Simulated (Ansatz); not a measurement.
**Liquid GePd4 from DFT dynamics (110 atoms), the frame at 405 fs of a trajectory, stage 'liquid at 1650 K' (instantaneous temperature 1571 K)**

The starting structure: 110 atoms (22 Ge, 88 Pd) packed at random in a cube at 10.3 g/cm³ and pushed apart as soft spheres; a start for melting by ab initio MD, not an equilibrated structure. The starting density is a measured one.

Calculated values (Ansatz 0.2.0, Kohn-Sham DFT, PBE, PAW (set soft_2), plane waves; cutoff 420 eV, Γ point, fermi-dirac smearing of 0.142 eV; density 10.3 g/cm³) for the frame at 405 fs of a trajectory, stage 'liquid at 1650 K' (instantaneous temperature 1571 K).

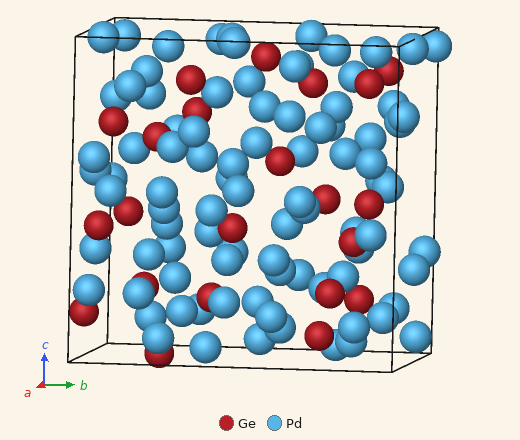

The structure (germanium red, palladium blue). Some periodic images of atoms are drawn too.

Cell vectors (Å):

```
12.091 0.000 0.000
0.000 12.091 0.000
0.000 0.000 12.091
```

Positions (Å):

```
1 Ge 7.969 10.603 5.945
2 Ge 9.516 4.033 10.460
3 Ge 7.356 5.458 4.876
4 Ge 0.999 8.138 5.651
5 Ge 2.508 9.652 2.061
6 Ge 6.775 6.487 11.232
7 Ge 6.479 8.678 0.921
8 Ge 8.188 0.089 1.664
9 Ge 7.181 2.555 8.165
10 Ge 5.964 4.557 2.194
11 Ge 2.055 10.509 10.549
12 Ge 11.511 0.962 5.084
13 Ge 9.445 1.173 8.824
14 Ge 9.726 10.717 10.524
15 Ge 10.087 9.474 2.726
16 Ge 2.792 1.659 2.318
17 Ge 2.282 7.724 10.024
18 Ge 5.940 2.662 0.065
19 Ge 3.695 3.592 8.920
20 Ge 5.566 6.958 7.297
21 Ge 5.506 1.333 5.265
22 Ge 5.459 9.751 4.374
23 Pd 10.940 9.550 11.806
24 Pd 11.681 3.314 6.390
25 Pd 7.046 8.085 5.692
26 Pd 6.612 7.175 3.326
27 Pd 11.258 7.443 1.870
28 Pd 9.496 1.126 6.255
29 Pd 9.881 6.577 8.224
30 Pd 4.241 7.112 4.901
31 Pd 10.099 10.941 4.931
32 Pd 9.823 0.776 11.963
33 Pd 2.311 5.347 10.016
34 Pd 1.563 8.701 0.299
35 Pd 6.989 7.442 9.056
36 Pd 4.575 8.598 2.582
37 Pd 0.289 12.034 11.409
38 Pd 0.105 10.491 9.135
39 Pd 9.579 5.472 2.243
40 Pd 11.820 4.470 8.689
41 Pd 9.377 8.902 8.822
42 Pd 9.554 3.415 7.959
43 Pd 0.143 8.106 8.340
44 Pd 6.729 0.216 6.849
45 Pd 1.998 7.327 2.876
46 Pd 2.863 3.769 1.554
47 Pd 7.055 11.981 11.708
48 Pd 0.242 9.315 3.853
49 Pd 8.112 0.450 4.021
50 Pd 7.760 4.600 0.452
51 Pd 2.707 4.821 6.441
52 Pd 11.905 4.186 2.026
53 Pd 7.610 11.773 9.215
54 Pd 1.591 5.876 0.436
55 Pd 7.363 2.884 5.544
56 Pd 2.198 4.846 3.668
57 Pd 10.265 5.718 11.928
58 Pd 6.653 9.522 7.717
59 Pd 12.068 10.639 1.622
60 Pd 0.809 2.344 3.682
61 Pd 5.075 4.363 4.593
62 Pd 8.157 2.218 10.648
63 Pd 7.927 3.425 3.008
64 Pd 9.407 7.271 3.854
65 Pd 4.482 10.868 6.389
66 Pd 6.634 9.772 10.587
67 Pd 0.084 6.878 10.500
68 Pd 4.165 1.339 7.532
69 Pd 2.800 7.443 7.521
70 Pd 3.179 2.501 4.707
71 Pd 11.809 0.761 7.632
72 Pd 6.909 4.709 9.867
73 Pd 3.955 11.852 3.325
74 Pd 5.838 1.833 2.255
75 Pd 11.872 6.180 6.540
76 Pd 4.634 6.228 9.249
77 Pd 4.241 4.900 11.704
78 Pd 8.594 10.126 0.889
79 Pd 9.886 4.966 5.662
80 Pd 8.300 7.419 1.299
81 Pd 5.678 10.939 1.610
82 Pd 4.345 0.909 11.714
83 Pd 2.153 2.273 11.225
84 Pd 5.448 2.030 9.656
85 Pd 2.310 0.394 9.331
86 Pd 4.468 8.885 9.303
87 Pd 5.473 4.028 7.390
88 Pd 4.259 10.287 11.369
89 Pd 0.426 10.129 6.376
90 Pd 10.612 0.543 2.619
91 Pd 7.540 5.439 7.262
92 Pd 4.340 7.867 11.907
93 Pd 1.718 0.221 6.232
94 Pd 1.480 2.606 8.056
95 Pd 9.893 3.082 0.869
96 Pd 4.230 6.082 1.973
97 Pd 10.058 2.686 3.973
98 Pd 11.644 2.034 10.296
99 Pd 11.924 5.840 3.970
100 Pd 2.226 11.765 0.733
101 Pd 0.967 11.870 3.817
102 Pd 5.057 11.339 8.868
103 Pd 9.688 10.851 7.578
104 Pd 0.271 4.030 11.433
105 Pd 7.651 9.657 3.216
106 Pd 2.535 9.940 8.052
107 Pd 9.083 7.850 11.051
108 Pd 2.833 9.530 4.566
109 Pd 0.090 1.602 1.050
110 Pd 10.341 8.307 6.106
```

**Question.** What force acts on each atom?

Columns: atom, fx, fy, fz (forces in eV/Å).

```
1 0.071 -1.403 -1.324
2 1.574 1.253 -0.563
3 0.717 -0.375 -0.403
4 1.545 -3.955 0.859
5 0.166 1.904 1.955
6 -0.579 1.675 1.817
7 -1.906 1.168 -0.687
8 -0.336 2.636 1.651
9 0.788 -0.128 -1.068
10 -0.269 -0.261 0.257
11 -0.202 -0.675 0.184
12 0.143 0.268 0.682
13 2.026 -0.963 -0.119
14 -2.510 2.386 -2.666
15 0.484 0.008 0.447
16 0.136 -1.706 0.112
17 0.600 0.544 -0.258
18 0.378 0.563 -1.223
19 -1.230 -0.025 0.147
20 -1.482 0.371 -2.773
21 -1.818 0.592 -1.806
22 -0.079 0.594 1.555
23 2.834 -3.058 0.956
24 0.990 -0.863 -1.672
25 0.761 -0.334 -0.774
26 -0.327 -1.756 -0.564
27 1.210 0.785 -0.981
28 -1.266 1.106 0.738
29 -0.173 -1.827 0.307
30 -0.010 -0.484 0.819
31 1.208 -1.190 -1.513
32 0.015 -2.369 -0.151
33 -1.377 -1.665 -0.958
34 -1.004 -1.212 -2.189
35 2.235 -0.123 1.292
36 -0.528 0.177 -1.180
37 -1.519 -2.120 -2.628
38 -1.229 0.955 0.279
39 0.365 -2.994 1.510
40 0.306 1.106 1.517
41 -0.306 -0.464 0.625
42 -1.293 0.600 0.255
43 0.055 0.092 -1.195
44 0.205 1.192 0.661
45 -0.507 0.279 -0.054
46 -0.012 -0.093 -1.528
47 -0.903 2.006 0.207
48 -1.321 -0.640 -1.556
49 -1.175 0.441 -0.099
50 -0.983 -0.144 -0.399
51 0.019 -0.124 0.210
52 1.020 0.257 -0.304
53 1.094 0.029 0.260
54 0.545 1.120 1.490
55 0.469 0.248 0.756
56 0.451 0.080 1.528
57 0.701 0.114 -0.647
58 -0.080 1.791 0.406
59 0.260 0.361 0.566
60 -0.514 1.609 -0.245
61 0.060 0.494 -0.380
62 -1.874 -0.152 0.048
63 -0.983 0.457 -0.852
64 -0.530 1.207 1.820
65 -0.258 -0.093 -1.387
66 1.452 -2.222 0.157
67 -1.044 -0.463 0.865
68 -1.157 0.530 -1.694
69 -0.181 -1.090 -1.048
70 1.033 -0.931 0.877
71 -1.209 -0.535 1.409
72 0.176 -2.003 -1.036
73 -0.534 0.313 0.837
74 -0.383 -0.718 1.054
75 2.241 -0.054 0.524
76 -0.490 -1.248 1.095
77 1.440 -0.616 -0.399
78 0.753 -1.570 -2.461
79 -2.461 0.376 -1.112
80 0.638 -0.790 0.411
81 0.353 0.099 0.031
82 0.124 -0.564 0.818
83 0.483 0.389 0.059
84 0.319 0.133 1.119
85 0.072 0.443 -0.472
86 0.276 -1.599 -0.640
87 -1.829 -0.159 -0.656
88 -0.615 2.433 1.502
89 -1.613 2.315 1.316
90 -1.495 -0.889 0.580
91 1.896 0.513 -0.132
92 0.262 -2.188 0.099
93 2.590 0.859 0.361
94 1.642 0.695 0.367
95 -0.149 0.347 0.315
96 -0.439 0.034 0.568
97 1.295 0.949 0.754
98 -1.402 -0.393 -2.476
99 -0.515 0.558 0.326
100 2.423 0.086 2.101
101 1.179 -1.404 -1.102
102 -0.946 0.946 1.405
103 1.264 2.259 -0.443
104 -0.560 1.423 0.640
105 -0.263 0.542 1.853
106 -0.658 1.244 -0.431
107 -0.512 -0.476 -0.709
108 0.207 0.329 0.689
109 1.761 2.227 0.532
110 -0.271 0.600 0.378
```

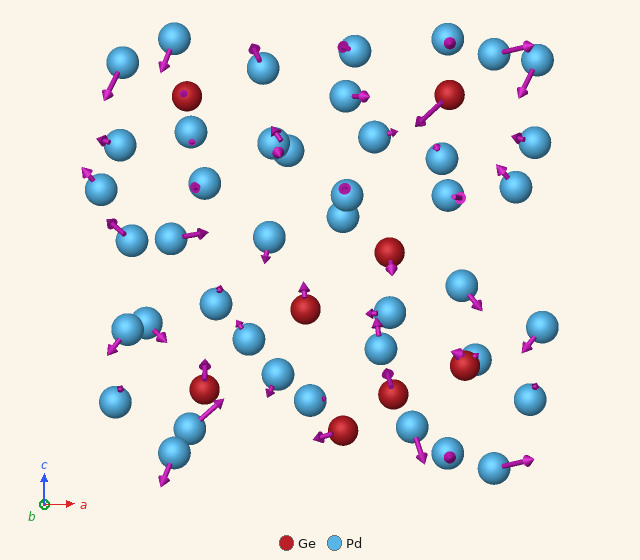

The forces as arrows, the longest 4.37 eV/Å. Drawn is a slice 4 Å thick, seen along the normal of the ac plane.

Only the Γ point is sampled, in a cell whose shortest periodic width is 12 Å.

The r.m.s. force component is 1.14 eV/Å; the longest force, 4.37 eV/Å, acts on Ge14. The energy lies 71.5 meV/atom below that of the first step of this run.

[Logs are printed without paths, hosts, clocks, repeated set-up lines and the standing remarks that a program may print on its own settings, such as how far it seeks lower states.]

[Hosts, paths, dates, database ids (printed as entryN), source tags and the programs' standing remarks are cut or masked in the printed files.]
